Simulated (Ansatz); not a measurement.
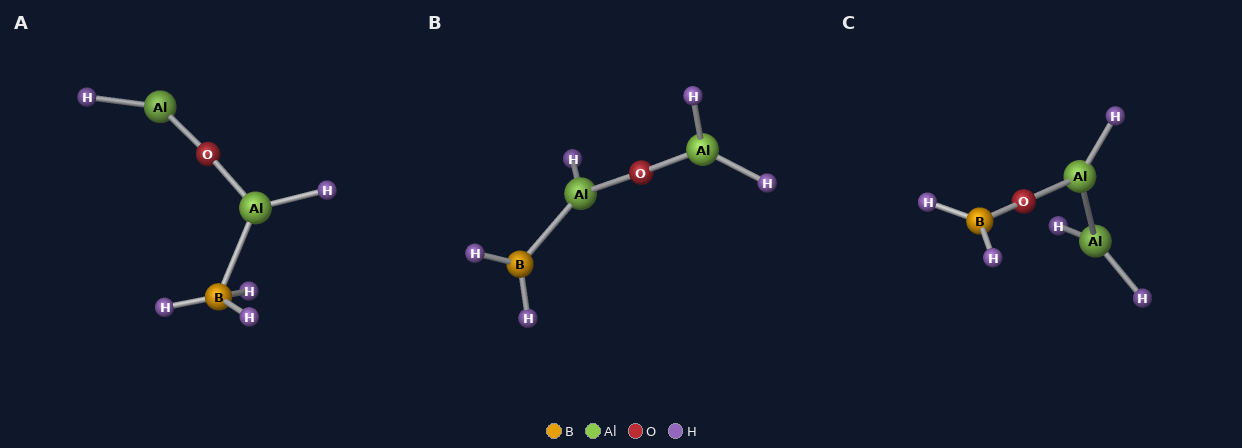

3 stationary structures of one formula. Geometries: PBE0-D4/def2-TZVP. Electronic energies: RHF-CCSD(T) (frozen core)/def2-TZVPP (Ansatz 0.2.0), without zero-point energy. No frequency run is at hand to confirm each as a minimum. Each is one conformer, not always the lowest.

**Which is lowest in energy, and by how much?**

C is lowest; B lies 2.9 kcal/mol above it, A lies 32.2 kcal/mol above it.
